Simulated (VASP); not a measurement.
# A VASP study of AlNi3 (r2SCAN + rVV10): structure first, properties next, part 6 of 13

What structure does AlNi3 take at this level, and what are its properties? The start is a computed cell from the Materials Project.

VASP 6.6.1, plane waves and PAW; the level of theory is named at each step.

Still holding for the runs below: The k-mesh is coarse for a metal.

So far. Step 6 (Magnetic order: antiferromagnetic, q = (1/2, 1/2, 0)): The energy lies +19.8 meV an atom from the first pattern. The moments fall under 0.1 μB, and the mesh shows no gap. Step 7 (The orders side by side): The session goes on in the lowest magnetic state found: ferromagnetic. Runs that ended non-magnetic differ by up to 4.1 meV an atom among themselves, which is the error from the unlike meshes of the cells.

## 8. Relaxing cell and atoms (r2SCAN + rVV10)

This step: r2SCAN with rVV10, spin-polarised from a ferromagnetic start; plane waves and PAW (Al, Ni) (VASP 6.6.1).

System of this step: AlNi3. It takes space group Pm-3m (No. 221, cubic). Conventional cell: a = 3.523 Å, b = 3.523 Å, c = 3.523 Å, α = 90.00°, β = 90.00°, γ = 90.00°. Al has 12 Ni at 2.49 Å nearest. Nearest to Ni lie 4 Al at 2.49 Å and 8 Ni at 2.49 Å. Farther neighbours are not listed.

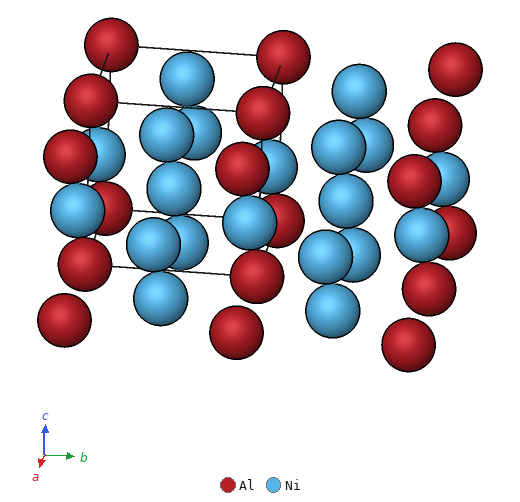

The cell of this step (aluminium red, nickel blue). 2×2×1 cells are drawn. Some periodic images of atoms are drawn too.

Properties are meant for the cell that this level of theory prefers, so cell and atoms are relaxed first (ISIF = 3) until forces and stress are small; EDIFFG sets the threshold.

The input, INCAR:

```
SYSTEM = AlNi3
PREC = Accurate
ENCUT = 400
EDIFF = 1E-06
NELM = 100
ISMEAR = 1
SIGMA = 0.2
LREAL = .FALSE.
ALGO = Normal
METAGGA = R2SCAN
LUSE_VDW = .TRUE.
IVDW_NL = 2
BPARAM = 11.95
CPARAM = 0.0093
LASPH = .TRUE.
NBANDS = 25
ISPIN = 2
MAGMOM = -0.02 0.32 0.32 0.32
LMAXMIX = 4
LORBIT = 11
LWAVE = .FALSE.
LCHARG = .FALSE.
KPAR = 8
IBRION = 2
NSW = 60
ISIF = 3
EDIFFG = -0.01
```

The input, POSCAR:

```
AlNi3
1.0
    3.5230547267      0.0000000000      0.0000000000
    0.0000000000      3.5230547267      0.0000000000
    0.0000000000      0.0000000000      3.5230547267
Al Ni
1 3
Direct
    0.0000000000      0.0000000000      0.0000000000
    0.0000000000      0.5000000000      0.5000000000
    0.5000000000      0.0000000000      0.5000000000
    0.5000000000      0.5000000000      0.0000000000
```

The input, KPOINTS:

```
Automatic mesh
0
Gamma
6 6 6
0 0 0
```

Potentials, in the order of the species: Al and Ni (PBE family, release 64).

Command:

```
> mpirun -np 8 vasp_std
```

Log:

```text
[... set-up lines as in an earlier step ...]
 entering main loop
       N       E                     dE             d eps       ncg     rms          rms(c)
Total rVV10 correction in eV:      0.8507140    38.8319069
Total rVV10 correction in eV:      0.8507140    38.8319069
Total rVV10 correction in eV:      0.8507140    38.8319069
Total rVV10 correction in eV:      0.8507140    38.8319069
Total rVV10 correction in eV:      0.8507140    38.8319069
Total rVV10 correction in eV:      0.8507140    38.8319069
Total rVV10 correction in eV:      0.8507140    38.8319069
Total rVV10 correction in eV:      0.8507140    38.8319069
DAV:   1     0.147379618379E+03    0.14738E+03   -0.12257E+04  2056   0.144E+03
DAV:   2    -0.431373244634E+02   -0.19052E+03   -0.17801E+03  2005   0.292E+02
DAV:   3    -0.516585969048E+02   -0.85213E+01   -0.80978E+01  2345   0.842E+01
DAV:   4    -0.517902553398E+02   -0.13166E+00   -0.13155E+00  2425   0.940E+00
DAV:   5    -0.517949137422E+02   -0.46584E-02   -0.46582E-02  2480   0.160E+00    0.207E+01
Total rVV10 correction in eV:      0.7752325    38.8319128
Total rVV10 correction in eV:      0.7752325    38.8319128
Total rVV10 correction in eV:      0.7752325    38.8319128
Total rVV10 correction in eV:      0.7752325    38.8319128
Total rVV10 correction in eV:      0.7752325    38.8319128
Total rVV10 correction in eV:      0.7752325    38.8319128
Total rVV10 correction in eV:      0.7752325    38.8319128
Total rVV10 correction in eV:      0.7752325    38.8319128
DAV:   6    -0.489152650896E+02    0.28796E+01   -0.47729E+01  2212   0.125E+02    0.221E+01
Total rVV10 correction in eV:      0.8092513    38.8319134
Total rVV10 correction in eV:      0.8092513    38.8319134
Total rVV10 correction in eV:      0.8092513    38.8319134
Total rVV10 correction in eV:      0.8092513    38.8319134
Total rVV10 correction in eV:      0.8092513    38.8319134
Total rVV10 correction in eV:      0.8092513    38.8319134
Total rVV10 correction in eV:      0.8092513    38.8319134
Total rVV10 correction in eV:      0.8092513    38.8319134
DAV:   7    -0.434232646747E+02    0.54920E+01   -0.13688E+01  2338   0.627E+01    0.304E+00
Total rVV10 correction in eV:      0.8056491    38.8319131
Total rVV10 correction in eV:      0.8056491    38.8319131
Total rVV10 correction in eV:      0.8056491    38.8319131
Total rVV10 correction in eV:      0.8056491    38.8319131
Total rVV10 correction in eV:      0.8056491    38.8319131
Total rVV10 correction in eV:      0.8056491    38.8319131
Total rVV10 correction in eV:      0.8056491    38.8319131
Total rVV10 correction in eV:      0.8056491    38.8319131
DAV:   8    -0.435037854662E+02   -0.80521E-01   -0.36414E-01  2333   0.569E+00    0.208E+00
Total rVV10 correction in eV:      0.8004654    38.8319131
Total rVV10 correction in eV:      0.8004654    38.8319131
Total rVV10 correction in eV:      0.8004654    38.8319131
Total rVV10 correction in eV:      0.8004654    38.8319131
Total rVV10 correction in eV:      0.8004654    38.8319131
Total rVV10 correction in eV:      0.8004654    38.8319131
Total rVV10 correction in eV:      0.8004654    38.8319131
Total rVV10 correction in eV:      0.8004654    38.8319131
DAV:   9    -0.435012795179E+02    0.25059E-02   -0.57469E-02  2716   0.437E+00    0.860E-01
Total rVV10 correction in eV:      0.7992363    38.8319132
Total rVV10 correction in eV:      0.7992363    38.8319132
Total rVV10 correction in eV:      0.7992363    38.8319132
Total rVV10 correction in eV:      0.7992363    38.8319132
Total rVV10 correction in eV:      0.7992363    38.8319132
Total rVV10 correction in eV:      0.7992363    38.8319132
Total rVV10 correction in eV:      0.7992363    38.8319132
Total rVV10 correction in eV:      0.7992363    38.8319132
DAV:  10    -0.435036101737E+02   -0.23307E-02   -0.13846E-02  2311   0.142E+00    0.417E-01
Total rVV10 correction in eV:      0.7988505    38.8319132
Total rVV10 correction in eV:      0.7988505    38.8319132
Total rVV10 correction in eV:      0.7988505    38.8319132
Total rVV10 correction in eV:      0.7988505    38.8319132
Total rVV10 correction in eV:      0.7988505    38.8319132
Total rVV10 correction in eV:      0.7988505    38.8319132
Total rVV10 correction in eV:      0.7988505    38.8319132
Total rVV10 correction in eV:      0.7988505    38.8319132
DAV:  11    -0.435040150876E+02   -0.40491E-03   -0.14853E-03  2330   0.496E-01    0.225E-01
Total rVV10 correction in eV:      0.7984122    38.8319132
Total rVV10 correction in eV:      0.7984122    38.8319132
Total rVV10 correction in eV:      0.7984122    38.8319132
Total rVV10 correction in eV:      0.7984122    38.8319132
Total rVV10 correction in eV:      0.7984122    38.8319132
Total rVV10 correction in eV:      0.7984122    38.8319132
Total rVV10 correction in eV:      0.7984122    38.8319132
Total rVV10 correction in eV:      0.7984122    38.8319132
DAV:  12    -0.435041004644E+02   -0.85377E-04   -0.47285E-04  2403   0.328E-01    0.793E-02
Total rVV10 correction in eV:      0.7985951    38.8319132
Total rVV10 correction in eV:      0.7985951    38.8319132
Total rVV10 correction in eV:      0.7985951    38.8319132
Total rVV10 correction in eV:      0.7985951    38.8319132
Total rVV10 correction in eV:      0.7985951    38.8319132
Total rVV10 correction in eV:      0.7985951    38.8319132
Total rVV10 correction in eV:      0.7985951    38.8319132
Total rVV10 correction in eV:      0.7985951    38.8319132
DAV:  13    -0.435040752965E+02    0.25168E-04   -0.15483E-04  2262   0.179E-01    0.164E-02
Total rVV10 correction in eV:      0.7986119    38.8319132
Total rVV10 correction in eV:      0.7986119    38.8319132
Total rVV10 correction in eV:      0.7986119    38.8319132
Total rVV10 correction in eV:      0.7986119    38.8319132
Total rVV10 correction in eV:      0.7986119    38.8319132
Total rVV10 correction in eV:      0.7986119    38.8319132
Total rVV10 correction in eV:      0.7986119    38.8319132
Total rVV10 correction in eV:      0.7986119    38.8319132
DAV:  14    -0.435040744616E+02    0.83487E-06   -0.64233E-06  2297   0.292E-02
Total rVV10 correction in eV:      0.7986506    38.8319132
Total rVV10 correction in eV:      0.7986506    38.8319132
Total rVV10 correction in eV:      0.7986506    38.8319132
Total rVV10 correction in eV:      0.7986506    38.8319132
Total rVV10 correction in eV:      0.7986506    38.8319132
Total rVV10 correction in eV:      0.7986506    38.8319132
Total rVV10 correction in eV:      0.7986506    38.8319132
Total rVV10 correction in eV:      0.7986506    38.8319132
Total rVV10 correction in eV:      0.7986219    38.8319132
Total rVV10 correction in eV:      0.7986219    38.8319132
[...]
Total rVV10 correction in eV:      0.7938373    38.8319128
Total rVV10 correction in eV:      0.7938373    38.8319128
Total rVV10 correction in eV:      0.7938373    38.8319128
Total rVV10 correction in eV:      0.7938373    38.8319128
Total rVV10 correction in eV:      0.7938373    38.8319128
Total rVV10 correction in eV:      0.7938373    38.8319128
Total rVV10 correction in eV:      0.7938373    38.8319128
Total rVV10 correction in eV:      0.7938373    38.8319128
DAV:   9    -0.435043147329E+02    0.93413E-06   -0.32170E-07  1018   0.737E-03
Total rVV10 correction in eV:      0.7938489    38.8319128
Total rVV10 correction in eV:      0.7938489    38.8319128
Total rVV10 correction in eV:      0.7938489    38.8319128
Total rVV10 correction in eV:      0.7938489    38.8319128
Total rVV10 correction in eV:      0.7938489    38.8319128
Total rVV10 correction in eV:      0.7938489    38.8319128
Total rVV10 correction in eV:      0.7938489    38.8319128
Total rVV10 correction in eV:      0.7938489    38.8319128
Total rVV10 correction in eV:      0.7938418    38.8319128
Total rVV10 correction in eV:      0.7938418    38.8319128
Total rVV10 correction in eV:      0.7938418    38.8319128
Total rVV10 correction in eV:      0.7938418    38.8319128
Total rVV10 correction in eV:      0.7938418    38.8319128
Total rVV10 correction in eV:      0.7938418    38.8319128
Total rVV10 correction in eV:      0.7938418    38.8319128
Total rVV10 correction in eV:      0.7938418    38.8319128
   2 F= -.43504315E+02 E0= -.43506787E+02  d E =-.240271E-03  mag=     0.8519
 trial-energy change:   -0.000240  1 .order   -0.000018   -0.004061    0.004024
 step:   0.5431(harm=  0.5023)  dis= 0.00000  next Energy=   -43.505213 (dE=-0.114E-02)
 bond charge predicted
       N       E                     dE             d eps       ncg     rms          rms(c)
Total rVV10 correction in eV:      0.7942712    38.8319128
Total rVV10 correction in eV:      0.7942712    38.8319128
Total rVV10 correction in eV:      0.7942712    38.8319128
Total rVV10 correction in eV:      0.7942712    38.8319128
Total rVV10 correction in eV:      0.7942712    38.8319128
Total rVV10 correction in eV:      0.7942712    38.8319128
Total rVV10 correction in eV:      0.7942712    38.8319128
Total rVV10 correction in eV:      0.7942712    38.8319128
DAV:   1    -0.435252806605E+02   -0.20965E-01   -0.16055E-01  2022   0.634E+00    0.124E+00
Total rVV10 correction in eV:      0.7983165    38.8319131
Total rVV10 correction in eV:      0.7983165    38.8319131
Total rVV10 correction in eV:      0.7983165    38.8319131
Total rVV10 correction in eV:      0.7983165    38.8319131
Total rVV10 correction in eV:      0.7983165    38.8319131
Total rVV10 correction in eV:      0.7983165    38.8319131
Total rVV10 correction in eV:      0.7983165    38.8319131
Total rVV10 correction in eV:      0.7983165    38.8319131
DAV:   2    -0.435215005171E+02    0.37801E-02   -0.14350E-01  2310   0.704E+00    0.997E-01
Total rVV10 correction in eV:      0.7961416    38.8319130
Total rVV10 correction in eV:      0.7961416    38.8319130
Total rVV10 correction in eV:      0.7961416    38.8319130
Total rVV10 correction in eV:      0.7961416    38.8319130
Total rVV10 correction in eV:      0.7961416    38.8319130
Total rVV10 correction in eV:      0.7961416    38.8319130
Total rVV10 correction in eV:      0.7961416    38.8319130
Total rVV10 correction in eV:      0.7961416    38.8319130
DAV:   3    -0.435053721244E+02    0.16128E-01   -0.39306E-02  2309   0.375E+00    0.193E-01
Total rVV10 correction in eV:      0.7961225    38.8319130
Total rVV10 correction in eV:      0.7961225    38.8319130
Total rVV10 correction in eV:      0.7961225    38.8319130
Total rVV10 correction in eV:      0.7961225    38.8319130
Total rVV10 correction in eV:      0.7961225    38.8319130
Total rVV10 correction in eV:      0.7961225    38.8319130
Total rVV10 correction in eV:      0.7961225    38.8319130
Total rVV10 correction in eV:      0.7961225    38.8319130
DAV:   4    -0.435052396199E+02    0.13250E-03   -0.69363E-04  2280   0.259E-01    0.855E-02
Total rVV10 correction in eV:      0.7961031    38.8319130
Total rVV10 correction in eV:      0.7961031    38.8319130
Total rVV10 correction in eV:      0.7961031    38.8319130
Total rVV10 correction in eV:      0.7961031    38.8319130
Total rVV10 correction in eV:      0.7961031    38.8319130
Total rVV10 correction in eV:      0.7961031    38.8319130
Total rVV10 correction in eV:      0.7961031    38.8319130
Total rVV10 correction in eV:      0.7961031    38.8319130
DAV:   5    -0.435052251952E+02    0.14425E-04   -0.54786E-05  2256   0.610E-02    0.220E-02
Total rVV10 correction in eV:      0.7960818    38.8319130
Total rVV10 correction in eV:      0.7960818    38.8319130
Total rVV10 correction in eV:      0.7960818    38.8319130
Total rVV10 correction in eV:      0.7960818    38.8319130
Total rVV10 correction in eV:      0.7960818    38.8319130
Total rVV10 correction in eV:      0.7960818    38.8319130
Total rVV10 correction in eV:      0.7960818    38.8319130
Total rVV10 correction in eV:      0.7960818    38.8319130
DAV:   6    -0.435052332180E+02   -0.80228E-05   -0.48245E-06  2045   0.189E-02    0.125E-02
Total rVV10 correction in eV:      0.7960481    38.8319130
Total rVV10 correction in eV:      0.7960481    38.8319130
Total rVV10 correction in eV:      0.7960481    38.8319130
Total rVV10 correction in eV:      0.7960481    38.8319130
Total rVV10 correction in eV:      0.7960481    38.8319130
Total rVV10 correction in eV:      0.7960481    38.8319130
Total rVV10 correction in eV:      0.7960481    38.8319130
Total rVV10 correction in eV:      0.7960481    38.8319130
DAV:   7    -0.435052406014E+02   -0.73834E-05   -0.19511E-06  1629   0.136E-02    0.576E-03
Total rVV10 correction in eV:      0.7960374    38.8319130
Total rVV10 correction in eV:      0.7960374    38.8319130
Total rVV10 correction in eV:      0.7960374    38.8319130
Total rVV10 correction in eV:      0.7960374    38.8319130
Total rVV10 correction in eV:      0.7960374    38.8319130
Total rVV10 correction in eV:      0.7960374    38.8319130
Total rVV10 correction in eV:      0.7960374    38.8319130
Total rVV10 correction in eV:      0.7960374    38.8319130
DAV:   8    -0.435052425084E+02   -0.19070E-05   -0.27698E-07  1007   0.572E-03    0.200E-03
Total rVV10 correction in eV:      0.7960339    38.8319130
Total rVV10 correction in eV:      0.7960339    38.8319130
Total rVV10 correction in eV:      0.7960339    38.8319130
Total rVV10 correction in eV:      0.7960339    38.8319130
Total rVV10 correction in eV:      0.7960339    38.8319130
Total rVV10 correction in eV:      0.7960339    38.8319130
Total rVV10 correction in eV:      0.7960339    38.8319130
Total rVV10 correction in eV:      0.7960339    38.8319130
DAV:   9    -0.435052430536E+02   -0.54519E-06   -0.73281E-08  1009   0.269E-03
Total rVV10 correction in eV:      0.7960298    38.8319130
Total rVV10 correction in eV:      0.7960298    38.8319130
Total rVV10 correction in eV:      0.7960298    38.8319130
Total rVV10 correction in eV:      0.7960298    38.8319130
Total rVV10 correction in eV:      0.7960298    38.8319130
Total rVV10 correction in eV:      0.7960298    38.8319130
Total rVV10 correction in eV:      0.7960298    38.8319130
Total rVV10 correction in eV:      0.7960298    38.8319130
Total rVV10 correction in eV:      0.7960322    38.8319130
Total rVV10 correction in eV:      0.7960322    38.8319130
Total rVV10 correction in eV:      0.7960322    38.8319130
Total rVV10 correction in eV:      0.7960322    38.8319130
Total rVV10 correction in eV:      0.7960322    38.8319130
Total rVV10 correction in eV:      0.7960322    38.8319130
Total rVV10 correction in eV:      0.7960322    38.8319130
Total rVV10 correction in eV:      0.7960322    38.8319130
   3 F= -.43505243E+02 E0= -.43507733E+02  d E =-.116859E-02  mag=     0.8534
 curvature:  -0.25 expect dE=-0.438E-06 dE for cont linesearch -0.438E-06
 trial: gam= 0.00000 g(F)=  0.132E-65 g(S)=  0.176E-05 ort =-0.845E-04 (trialstep = 0.909E+00)
 search vector abs. value=  0.176E-05
 reached required accuracy - stopping structural energy minimisation
```

The job ended after 1.7 min (8 MPI ranks of Intel Xeon Platinum 8259CL at 2.50GHz (Skylake/Cascade Lake), shared host; peak memory 2 GiB).

From OUTCAR (step 8):

```text
   k-points           NKPTS =     20   k-points in BZ     NKDIM =     20   number of bands    NBANDS=     25

   NELECT =      33.0000    total number of electrons

 E-fermi :   9.8942

 spin component 1
 k-point     1 :       0.0000    0.0000    0.0000
  band No.  band energies     occupation
    ...
     12       9.0536      1.00000
     13       9.3946      1.00117
     14       9.5053      1.00953
     15       9.5053      1.00953
     16       9.5053      1.00953
     17      10.7868     -0.00000
     18      10.7868     -0.00000
     19      10.7868     -0.00000
     20      16.7590      0.00000
     21      16.7590      0.00000
    ...

 k-point     2 :       0.1667    0.0000    0.0000
  band No.  band energies     occupation
    ...
     13       8.9878      1.00000
     14       9.0545      1.00000
     15       9.2684      1.00004
     16       9.5058      1.00959
     17       9.6101      1.03100
     18      11.7606     -0.00000
     19      11.7606     -0.00000
     20      16.7161      0.00000
     21      17.4701      0.00000
     22      19.3066      0.00000
    ...

  Total        0.0069700      0.0069700      0.0069700      0.0000000     -0.0000000      0.0000000
  in kB        0.2570665      0.2570665      0.2570665      0.0000000     -0.0000000      0.0000000
  external PRESSURE =       0.2570665 kB  Pullay stress =       0.0000000 kB

 POSITION                                       TOTAL-FORCE (eV/Angst)
 -----------------------------------------------------------------------------------
      0.00000      0.00000      0.00000        -0.000000     -0.000000      0.000000
      0.00000      1.75766      1.75766         0.000000      0.000000      0.000000
      1.75766      0.00000      1.75766         0.000000      0.000000      0.000000
      1.75766      1.75766     -0.00000        -0.000000     -0.000000      0.000000
 -----------------------------------------------------------------------------------
    total drift:                                0.000000     -0.000000     -0.000000

  FREE ENERGIE OF THE ION-ELECTRON SYSTEM (eV)
  ---------------------------------------------------
  free  energy   TOTEN  =       -43.5052430536 eV

  energy  without entropy=      -43.5127139847  energy(sigma->0) =      -43.50773336

 reached required accuracy - stopping structural energy minimisation

 magnetization (x)
# of ion       s       p       d       tot
------------------------------------------
    1       -0.004  -0.016   0.000  -0.020
    2       -0.008  -0.029   0.360   0.323
    3       -0.008  -0.029   0.360   0.323
    4       -0.008  -0.029   0.360   0.323
--------------------------------------------------
tot         -0.028  -0.104   1.081   0.949

[... 6 parts as in an earlier step ...]

[... 15 further parts left out ...]
```

CONTCAR:

```
AlNi3
   1.00000000000000
     3.5153232948078457    0.0000000000000000    0.0000000000000000
     0.0000000000000000    3.5153232948078457   -0.0000000000000000
     0.0000000000000000    0.0000000000000000    3.5153232948078457
  Al              Ni
     1     3
Direct
     0.0000000000000000    0.0000000000000000    0.0000000000000000
     0.0000000000000000    0.5000000000000000    0.5000000000000000
     0.5000000000000000    0.0000000000000000    0.5000000000000000
     0.5000000000000000    0.5000000000000000    0.0000000000000000
```

The magnetic order is the only one that the search above brought to convergence with its moments; longer or canted patterns were not tried. The run keeps the 48 symmetry operations of its start, so it cannot find a distortion of lower symmetry.

Relaxation path:

```tsv
step	energy less that of the first step (eV)	largest force (eV/Å)	pressure (GPa)	volume (Å³)
1	0.0000	0.0000	-1.23	43.73
2	-0.0002	0.0000	1.23	43.20
3	-0.0012	0.0000	0.03	43.44
```

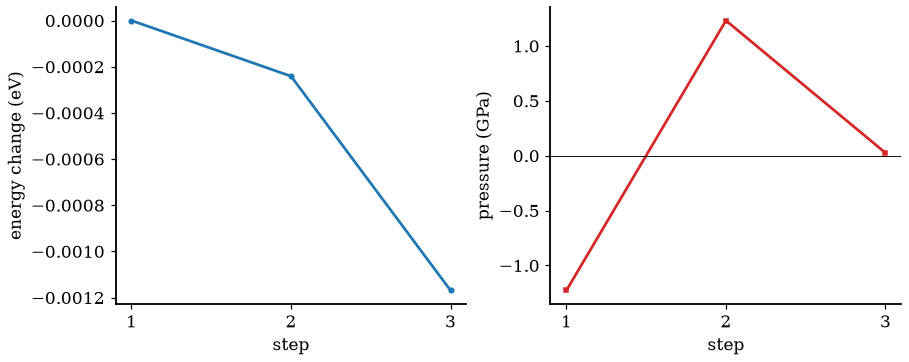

Energy and pressure along the relaxation.

```tsv
conventional cell, symmetrised	before	after	change
a (Å)	3.523	3.515	-0.2 %
b (Å)	3.523	3.515	-0.2 %
c (Å)	3.523	3.515	-0.2 %
volume (Å³/atom)	10.93	10.86	-0.7 %
```

The relaxed structure:

```xyz
4
Lattice="3.5153 0.0000 0.0000 0.0000 3.5153 0.0000 0.0000 0.0000 3.5153" Properties=species:S:1:pos:R:3 pbc="T T T"
Al    0.0000    0.0000    0.0000
Ni    0.0000    1.7577    1.7577
Ni    1.7577    0.0000    1.7577
Ni    1.7577    1.7577    0.0000
```

This step gave:

| Item | Value |
| --- | --- |
| electrons | 33 |
| bands | 25 |
| irreducible k-points | 20 |
| symmetry operations | 48 |
| free energy (TOTEN) | -43.51 eV |
| energy at zero smearing | -43.51 eV |
| Fermi energy | 9.894 eV |
| pressure | 0.02571 GPa |
| moment of the cell, from the last line of the log | 0.8534 μB |
| SCF cycles over all ionic steps | 32 |

[end of part 6 of 13]

[Lines on the potential files, build, host, timing and source positions are cut from VASP's logs without a mark.]

[Logs are printed without paths, hosts, clocks, repeated set-up lines and the standing remarks that a program may print on its own settings, such as how far it seeks lower states.]

[Hosts, paths, dates, database ids (printed as entryN), source tags and the programs' standing remarks are cut or masked in the printed files.]

[A measured line is paired with the nearest computed mode of its activity, which favours agreement.]
